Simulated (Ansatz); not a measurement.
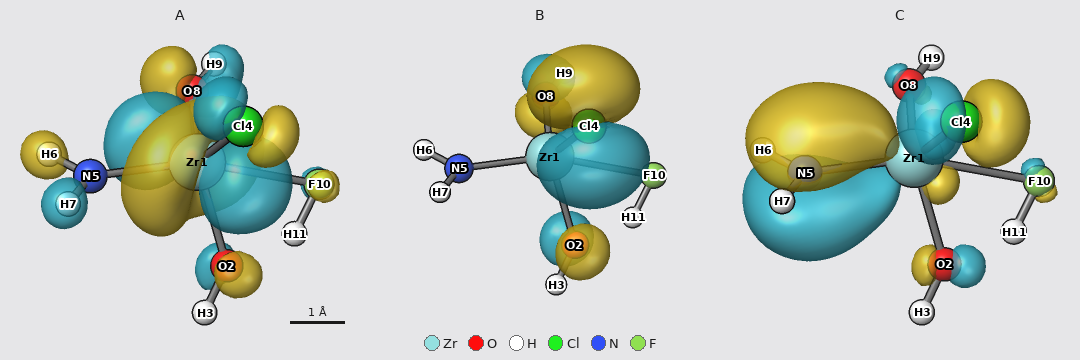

The picture shows: ClFH₅NO₂Zr. Three frontier orbitals at ±0.1 Å⁻³ᐟ² (yellow and cyan are the two phases), in no order.

Core potentials replace the inner electrons of Zr.

Level of theory: RKS PBE/def2-SVP in Ansatz 0.2.0.

```yaml
atoms:
  - { symbol: Zr, position_ang: [0.0256, -0.1386, 0.0164] }
  - { symbol: O, position_ang: [0.0584, 0.0245, 2.0626] }
  - { symbol: H, position_ang: [-0.3109, 0.5884, 2.7592] }
  - { symbol: Cl, position_ang: [2.1761, 0.3048, -0.9372] }
  - { symbol: N, position_ang: [-1.0398, 1.5189, -0.4678] }
  - { symbol: H, position_ang: [-1.9656, 1.5226, -0.9122] }
  - { symbol: H, position_ang: [-0.7312, 2.4934, -0.3584] }
  - { symbol: O, position_ang: [-1.0775, -1.4888, -0.8001] }
  - { symbol: H, position_ang: [-1.3457, -2.4125, -0.9185] }
  - { symbol: F, position_ang: [0.9528, -1.9696, 1.3267] }
  - { symbol: H, position_ang: [0.6578, -1.2689, 2.0104] }
```

**Order the three orbitals by energy and name them.**

B is the HOMO−1 (−7.02 eV). Its weight (Hirshfeld) is mainly on Cl4 (about 80 %), O2 (about 5 %) and O8 (about 5 %); largely a lone pair of Cl4. C is the HOMO (−6.04 eV). By Hirshfeld shares it lies mainly on N5 (about 65 %), Zr1 (about 15 %) and Cl4 (about 10 %). A is the LUMO (−1.64 eV). Its weight (Hirshfeld) is mainly on Zr1 (about 70 %), O8 (about 10 %) and Cl4 (about 5 %).

**What is the HOMO–LUMO gap?**

4.40 eV between the orbital energies.
